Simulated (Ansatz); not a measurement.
GePH$_{5}$Cl$_{2}$: geometry relaxation (part 2 of 2)

GePH$_{5}$Cl$_{2}$; RKS B3LYP/def2-SVP (Ansatz 0.2.0). The input holds or restrains some coordinates. Forces given for the steps count only the free coordinates. It belongs to a series of runs on one base structure; here: pulled along the bonds that form and break, towards end B.

Geometry of the input (Å):
```
Ge 0.0000  0.0000  0.0000
Cl 0.0000  0.0000  2.5700
Cl 2.0935  0.0000  -0.7393
H  -0.7300  1.2648  -0.5162
H  -0.7300  -1.2648  -0.5162
P  1.3478  2.0326  0.8104
H  2.4401  1.5915  1.6033
H  1.8381  2.7536  -0.3104
H  0.8047  1.2136  2.0743
```

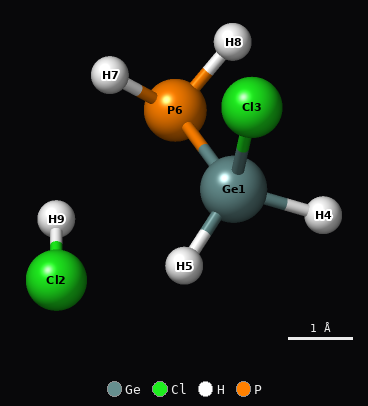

**Figure 1.** The geometry at step 12 of the log (ball-and-stick view, seen at a tilt; atoms are numbered from 1 in the order of the input).

**Trajectory as extended XYZ, continued**
```
9
Properties=species:S:1:pos:R:3:forces:R:3 step=2 energy=-90915.38162
Ge    0.0453    0.0662   -0.1302    0.3345   0.3757   0.5123
Cl   -0.0023   -0.0044    2.7372    0.5773   0.8207  -0.1120
Cl    2.1139   -0.0265   -0.7701    1.6602  -2.4116  -2.7154
H    -0.7431    1.2710   -0.5272   -1.1723   0.3975  -1.2272
H    -0.7257   -1.2624   -0.5100    0.4195   0.2622   0.5572
P     1.3629    2.0593    0.6959   -1.8790   0.2425   5.0407
H     2.4395    1.5981    1.5837    0.1848   0.3618  -1.3345
H     1.8495    2.7671   -0.3300    1.3020   0.6872  -1.6380
H     0.7242    1.1228    2.2266   -1.4270  -0.7361   0.9170
9
Properties=species:S:1:pos:R:3:forces:R:3 step=3 energy=-90915.46359
Ge    0.0888    0.1279   -0.2255   -0.1153  -0.6882   0.8909
Cl   -0.0062   -0.0100    2.8710    0.1546   0.2105   0.0239
Cl    2.1396   -0.0550   -0.8074    1.9664  -2.3700  -2.8100
H    -0.7608    1.2816   -0.5493   -1.4313   0.8228  -1.5785
H    -0.7166   -1.2528   -0.5025    0.6892   0.7116   0.5773
P     1.3520    2.0798    0.6041   -2.2518  -0.0739   6.8111
H     2.4321    1.6055    1.5611   -0.4442   0.5521  -1.6710
H     1.8748    2.7786   -0.3644    1.9803   0.9807  -2.6997
H     0.6604    1.0359    2.3887   -0.5478  -0.1455   0.4560
9
Properties=species:S:1:pos:R:3:forces:R:3 step=4 energy=-90916.21694
Ge    0.1420    0.1985   -0.2807   -0.0545  -0.9485   0.5304
Cl   -0.0364   -0.0550    3.0054   -0.1191  -0.2051   0.0537
Cl    2.1907   -0.1194   -0.8880    1.2811  -1.9098  -2.2717
H    -0.7985    1.3022   -0.6024   -1.2401   0.5821  -1.6033
H    -0.6875   -1.2192   -0.4831    0.8814   1.0353   0.7090
P     1.3024    2.1173    0.5639   -1.3867   0.3274   6.1233
H     2.4104    1.6222    1.5108   -0.8149   0.5860  -1.6264
H     1.9210    2.7735   -0.4178    1.4996   0.2516  -2.0565
H     0.6200    0.9714    2.5678   -0.0468   0.2811   0.1415
9
Properties=species:S:1:pos:R:3:forces:R:3 step=5 energy=-90917.70955
Ge    0.2215    0.3002   -0.2878   -0.1708  -0.8054  -0.2881
Cl   -0.0916   -0.1398    3.0872    0.4328   0.6620  -0.2346
Cl    2.2344   -0.2363   -1.0377    0.0174  -0.7383  -1.1429
H    -0.8545    1.3098   -0.7280   -0.3404  -0.0069  -1.2633
H    -0.6038   -1.1242   -0.4086    0.8724   1.0749   0.8406
P     1.2215    2.2086    0.6323    0.3221   0.3571   3.2599
H     2.3791    1.6486    1.4276   -0.8607   0.5060  -0.9938
H     1.9506    2.6875   -0.4675    0.2321  -0.4246  -0.5604
H     0.6070    0.9369    2.7584   -0.5048  -0.6248   0.3827
9
Properties=species:S:1:pos:R:3:forces:R:3 step=6 energy=-90918.53140
Ge    0.2645    0.3796   -0.2928   -0.4111  -0.7766  -0.6671
Cl   -0.1203   -0.1861    3.0721    0.6371   0.9635  -0.0980
Cl    2.2033   -0.2913   -1.1656   -0.2892  -0.1986  -0.6698
H    -0.8619    1.2912   -0.9057    0.3267  -0.2030  -0.7696
H    -0.5113   -1.0255   -0.2685    0.5854   0.7970   0.7591
P     1.1987    2.2348    0.7216    0.5495   0.5135   1.4282
H     2.3681    1.6626    1.3939   -0.4786   0.1551  -0.4658
H     1.9165    2.6050   -0.4692   -0.2132  -0.2866   0.1619
H     0.6065    0.9209    2.8901   -0.7067  -0.9644   0.3211
9
Properties=species:S:1:pos:R:3:forces:R:3 step=7 energy=-90919.02261
Ge    0.2828    0.4146   -0.3142   -0.3690  -0.8416  -0.6376
Cl   -0.1279   -0.1634    3.0476    0.6743   0.9437   0.0957
Cl    2.1362   -0.2704   -1.3138   -0.2117  -0.1054  -0.4513
H    -0.7843    1.2417   -1.0833    0.1751  -0.1350  -0.5749
H    -0.4517   -0.9759   -0.0884    0.4659   0.7849   0.5042
P     1.1723    2.2407    0.7751    0.4052   0.2725   0.9899
H     2.3029    1.5781    1.4024   -0.2793   0.1876  -0.3170
H     1.8933    2.5992   -0.4132   -0.1080  -0.1311   0.1653
H     0.6407    0.9267    2.9638   -0.7525  -0.9756   0.2256
9
Properties=species:S:1:pos:R:3:forces:R:3 step=8 energy=-90919.36154
Ge    0.3012    0.4390   -0.3368   -0.2260  -0.6934  -0.7894
Cl   -0.1481   -0.1453    3.0194    0.6699   0.8978   0.3184
Cl    2.0542   -0.2737   -1.4708   -0.0892  -0.0615  -0.2168
H    -0.7118    1.1636   -1.2526    0.0540  -0.0289  -0.2476
H    -0.3849   -0.8946    0.0803    0.2482   0.4663   0.3068
P     1.1603    2.2167    0.8368    0.3090   0.2853   0.5849
H     2.2975    1.5227    1.3878   -0.1656   0.0826  -0.1855
H     1.8585    2.6287   -0.3434   -0.0343   0.0049   0.1278
H     0.6373    0.9342    3.0552   -0.7660  -0.9530   0.1014
9
Properties=species:S:1:pos:R:3:forces:R:3 step=9 energy=-90919.49780
Ge    0.3351    0.4522   -0.3641   -0.2429  -0.5189  -0.8296
Cl   -0.1673   -0.1531    2.9802    0.5901   0.8920   0.5247
Cl    1.9961   -0.2945   -1.6050   -0.0426  -0.0135  -0.0544
H    -0.6911    1.1092   -1.3150    0.0095  -0.0083  -0.0774
H    -0.2946   -0.8129    0.2389    0.1190   0.1718   0.0883
P     1.1686    2.1916    0.8742    0.3050   0.2898   0.3124
H     2.3097    1.4656    1.3481   -0.0407   0.0424  -0.0679
H     1.8469    2.6750   -0.2878    0.0077   0.0920   0.1018
H     0.5608    0.9581    3.1065   -0.7051  -0.9471   0.0021
9
Properties=species:S:1:pos:R:3:forces:R:3 step=10 energy=-90919.55305
Ge    0.3482    0.4267   -0.4076   -0.1572  -0.4149  -0.7586
Cl   -0.1577   -0.0823    2.9525    0.3792   0.7662   0.6968
Cl    1.9502   -0.2792   -1.7402   -0.0005  -0.0118  -0.0549
H    -0.7162    1.0777   -1.3206   -0.0163  -0.0414   0.0139
H    -0.1967   -0.8421    0.2619    0.0413   0.1198  -0.0150
P     1.1918    2.0991    0.9123    0.3042   0.4044   0.3548
H     2.3653    1.3770    1.2888   -0.0223  -0.0241  -0.0001
H     1.8390    2.7365   -0.1829    0.0174   0.0896  -0.0866
H     0.4403    1.0780    3.2118   -0.5459  -0.8879  -0.1504
9
Properties=species:S:1:pos:R:3:forces:R:3 step=11 energy=-90919.53490 accepted=F
Ge    0.3741    0.4309   -0.4014   -0.2425  -0.3813  -0.8374
Cl   -0.1164   -0.1269    2.9559    0.3687   1.4930   0.8472
Cl    1.9111   -0.2791   -1.8118   -0.0108   0.0325   0.0250
H    -0.7267    1.0653   -1.2843   -0.0028  -0.0203   0.0516
H    -0.1408   -0.8244    0.3055    0.0330   0.0246  -0.0457
P     1.2428    2.0758    0.9362    0.4067   0.3572   0.2134
H     2.4239    1.3249    1.2297   -0.0263   0.0730   0.0275
H     1.8380    2.7675   -0.1636   -0.0077   0.0250   0.0267
H     0.2582    1.1573    3.2096   -0.5183  -1.6037  -0.3083
9
Properties=species:S:1:pos:R:3:forces:R:3 step=12 energy=-90919.56562
Ge    0.3607    0.4250   -0.3988   -0.1692  -0.3922  -0.7987
Cl   -0.1568   -0.0996    2.9583    0.3233   0.8677   0.6855
Cl    1.9289   -0.2689   -1.7789   -0.0067  -0.0046  -0.0411
H    -0.7297    1.0722   -1.2849   -0.0035  -0.0323   0.0341
H    -0.1620   -0.8444    0.2811    0.0388   0.0779  -0.0121
P     1.2319    2.0852    0.9176    0.2587   0.4027   0.3666
H     2.4054    1.3528    1.2781   -0.0117   0.0425  -0.0707
H     1.8359    2.7567   -0.1860    0.0543   0.0064  -0.0043
H     0.3498    1.1123    3.1895   -0.4839  -0.9681  -0.1593
9
Properties=species:S:1:pos:R:3:forces:R:3 step=13 energy=-90919.56954
Ge    0.3719    0.4238   -0.3879   -0.1784  -0.3716  -0.8637
Cl   -0.1532   -0.1212    2.9649    0.2892   1.0737   0.6832
Cl    1.9069   -0.2635   -1.8107   -0.0165   0.0123  -0.0147
H    -0.7419    1.0657   -1.2485    0.0045  -0.0171   0.0411
H    -0.1344   -0.8447    0.2979    0.0382   0.0245   0.0063
P     1.2616    2.0766    0.9245    0.2964   0.4170   0.3420
H     2.4458    1.3484    1.2513   -0.0055   0.0266  -0.0354
H     1.8479    2.7669   -0.1794    0.0103  -0.0096   0.0141
H     0.2596    1.1393    3.1639   -0.4383  -1.1557  -0.1729
9
Properties=species:S:1:pos:R:3:forces:R:3 step=14 energy=-90919.60094
Ge    0.4032    0.4091   -0.3694   -0.2050  -0.4003  -0.8416
Cl   -0.2703   -0.0798    2.9647    0.2262   1.0345   0.5981
Cl    1.8509   -0.1868   -1.9237   -0.0453   0.0355   0.0188
H    -0.7963    1.0284   -1.1260    0.0235  -0.0305   0.0542
H     0.0041   -0.8915    0.3298    0.0644   0.0237  -0.0238
P     1.3286    2.0457    0.9385    0.3259   0.4271   0.3216
H     2.5241    1.3156    1.2141    0.0054   0.0304  -0.0217
H     1.8783    2.7653   -0.1668    0.0016  -0.0306   0.0325
H     0.1416    1.1851    3.1149   -0.3968  -1.0898  -0.1382
9
Properties=species:S:1:pos:R:3:forces:R:3 step=15 energy=-90919.61631
Ge    0.4286    0.3973   -0.3551   -0.2265  -0.4156  -0.9026
Cl   -0.3507   -0.0570    2.9630    0.2115   1.1552   0.5612
Cl    1.8021   -0.1461   -2.0050   -0.0996   0.0617   0.1335
H    -0.8165    1.0058   -1.0530    0.0788  -0.0598   0.1191
H     0.0921   -0.9165    0.3567    0.0814   0.0281  -0.0716
P     1.3817    2.0140    0.9590    0.4255   0.4616   0.2115
H     2.6032    1.2999    1.1671   -0.0508   0.0434  -0.0113
H     1.8801    2.7733   -0.1498   -0.0313  -0.0699   0.1027
H     0.0435    1.2207    3.0931   -0.3892  -1.2047  -0.1425
9
Properties=species:S:1:pos:R:3:forces:R:3 step=16 energy=-90919.65616
Ge    0.4508    0.3895   -0.3236   -0.2400  -0.5645  -0.9260
Cl   -0.5355   -0.0018    2.9535    0.3024   1.1029   0.3655
Cl    1.7339   -0.0764   -2.0763   -0.1611   0.1267   0.1772
H    -0.8806    0.9516   -0.9003    0.1864  -0.0923   0.1203
H     0.2558   -0.9704    0.3659    0.0499   0.1370  -0.0342
P     1.4477    1.9933    0.9736    0.6213   0.4106   0.2394
H     2.6885    1.2838    1.1022   -0.1615   0.0533   0.0500
H     1.9250    2.7846   -0.1217   -0.1302  -0.0596   0.0694
H    -0.0214    1.2372    3.0025   -0.4673  -1.1140  -0.0616
9
Properties=species:S:1:pos:R:3:forces:R:3 step=17 energy=-90919.70703
Ge    0.4904    0.3635   -0.2905   -0.1605  -0.4160  -0.6849
Cl   -0.7149    0.0748    2.9107    0.3709   1.0256   0.2420
Cl    1.6330    0.0390   -2.1533   -0.0687   0.0507   0.0773
H    -0.8938    0.8814   -0.7276    0.0102  -0.0188   0.0367
H     0.4205   -1.0071    0.3832    0.0329  -0.0394   0.0198
P     1.5372    1.9493    0.9928    0.2869   0.4145   0.3198
H     2.7797    1.2555    1.0541    0.0423  -0.0118   0.0094
H     1.9168    2.7664   -0.1117   -0.0022   0.0217   0.0015
H    -0.1047    1.2685    2.9181   -0.5118  -1.0266  -0.0216
9
Properties=species:S:1:pos:R:3:forces:R:3 step=18 energy=-90919.73532
Ge    0.5203    0.3364   -0.2625   -0.1727  -0.4020  -0.5700
Cl   -0.8863    0.1628    2.8579    0.4618   0.8947   0.1712
Cl    1.5468    0.1201   -2.2003   -0.0386   0.0095   0.0255
H    -0.9048    0.8181   -0.5846   -0.0002  -0.0247   0.0123
H     0.5575   -1.0489    0.3908    0.0056  -0.0209  -0.0002
P     1.6056    1.9033    1.0097    0.3126   0.4440   0.3614
H     2.8678    1.2409    0.9875    0.0091   0.0033  -0.0075
H     1.9069    2.7789   -0.0749   -0.0098  -0.0106   0.0101
H    -0.1495    1.2794    2.8523   -0.5677  -0.8932  -0.0027
9
Properties=species:S:1:pos:R:3:forces:R:3 step=19 energy=-90919.72144 accepted=F
Ge    0.5523    0.3278   -0.2378   -0.3171  -0.5265  -0.5906
Cl   -1.0503    0.2491    2.8013    0.9147   1.0923   0.1850
Cl    1.4769    0.1536   -2.2318   -0.0017   0.0320   0.0689
H    -0.9023    0.7655   -0.4971    0.0740  -0.0072   0.0335
H     0.6499   -1.0734    0.3886    0.0006   0.0512   0.0014
P     1.6551    1.8832    1.0327    0.4142   0.4138   0.2475
H     2.9322    1.2458    0.9330   -0.0817   0.0583   0.0041
H     1.8853    2.7902   -0.0485   -0.0147  -0.0361   0.0931
H    -0.1348    1.2494    2.8353   -0.9884  -1.0779  -0.0429
9
Properties=species:S:1:pos:R:3:forces:R:3 step=20 energy=-90919.73525
Ge    0.5301    0.3271   -0.2536   -0.2040  -0.4202  -0.5421
Cl   -0.9631    0.2099    2.8247    0.6167   0.9145   0.1937
Cl    1.5251    0.1397   -2.2079   -0.0193  -0.0038  -0.0010
H    -0.9061    0.7912   -0.5481    0.0083  -0.0088   0.0084
H     0.5890   -1.0631    0.3914    0.0129  -0.0056  -0.0014
P     1.6246    1.8900    1.0150    0.3437   0.4506   0.3771
H     2.8980    1.2484    0.9617   -0.0229   0.0051  -0.0155
H     1.8941    2.7877   -0.0606   -0.0205  -0.0224   0.0193
H    -0.1275    1.2604    2.8533   -0.7149  -0.9093  -0.0386
9
Properties=species:S:1:pos:R:3:forces:R:3 step=21 energy=-90919.74753
Ge    0.5497    0.3164   -0.2402   -0.2271  -0.4229  -0.5171
Cl   -1.0420    0.2626    2.7933    0.5973   0.7619   0.1911
Cl    1.4981    0.1470   -2.2184   -0.0042  -0.0018   0.0087
H    -0.8929    0.7775   -0.4994   -0.0001  -0.0037   0.0004
H     0.6278   -1.0777    0.3970    0.0072  -0.0061  -0.0078
P     1.6633    1.8607    1.0347    0.3201   0.4272   0.3595
H     2.9463    1.2549    0.8930   -0.0018   0.0067  -0.0068
H     1.8526    2.8029   -0.0184   -0.0052  -0.0034   0.0070
H    -0.1386    1.2470    2.8341   -0.6862  -0.7580  -0.0350
```

**Results in brief**

- outcome: converged under the restraints of the input
- total energy: −90919.7478 eV
- mean-field energy: −90919.7478 eV
- largest force (length of the vector) at the end, held atoms and coordinates included: 1.023 eV/Å
- hardware: 4 threads of Arm Neoverse V2, 24 GiB of memory available, shared host
- wall time: 44 s (CPU time 2.7 min)
- peak memory: 0.28 GiB
